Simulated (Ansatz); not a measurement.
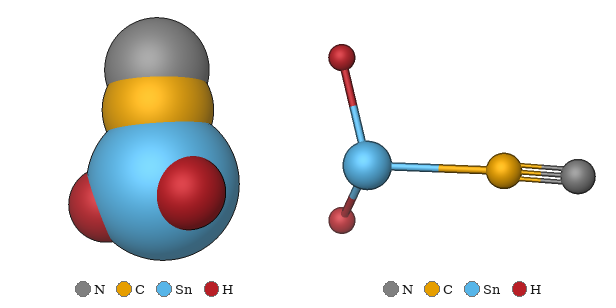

Both panels show the same species.

Charge 0, doublet. The geometry was computed by an optimisation with PBE0-D4/def2-TZVP.

Question: Give the formula.

Answer: CH₂NSn, 5 atoms: 1 carbon, 2 hydrogen, 1 nitrogen and 1 tin.

Question: Write the SMILES.

Answer: N#[C][SnH2]

The parts below concern this one geometry. Atoms keep their numbers from picture to picture.

**Electronic properties**

Method: UKS PBE0-D4/def2-TZVP, core potentials on Sn (Ansatz 0.2.0).

Computed properties:

- dipole moment: 4.30 D
- ⟨S²⟩ of the determinant: 0.752
- harmonic zero-point energy: 52.2 kJ/mol

**Vibrations**

Harmonic vibrations computed with UKS PBE0-D4/def2-TZVP, core potentials on Sn (Ansatz 0.2.0) at a stationary point of the same level.

Question: How many vibrational modes are there, and where do they lie?

Answer: 9 modes: 212, 224, 411, 519, 563, 675, 1894, 1932, 2296 cm⁻¹.

**Charges**

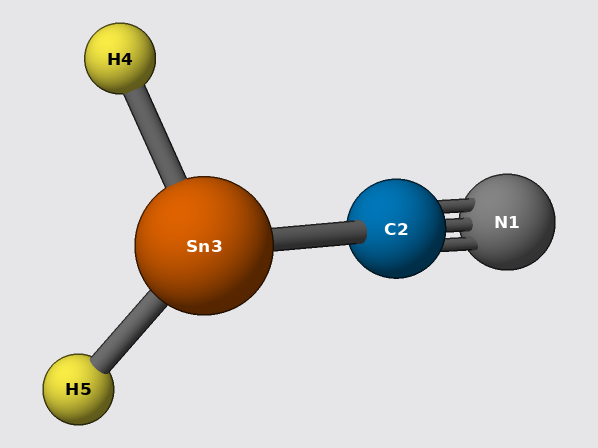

The questions are on Mulliken charges. Level of theory: UKS r2SCAN-D4/def2-TZVPP, core potentials on Sn (Ansatz 0.2.0).

Question: Which atom carries the highest charge (most positive or least negative)?

Answer: Sn3 (0.57 e).

Question: And the lowest?

Answer: C2 (−0.32 e).

Give the Mulliken charges atom by atom.

```json
{"atom": "N1", "value (e)": "−0.09"}
{"atom": "C2", "value (e)": "−0.32"}
{"atom": "Sn3", "value (e)": "0.57"}
{"atom": "H4", "value (e)": "−0.08"}
{"atom": "H5", "value (e)": "−0.08"}
```

Mulliken values depend strongly on the basis set and can even reverse the polarity of a bond.
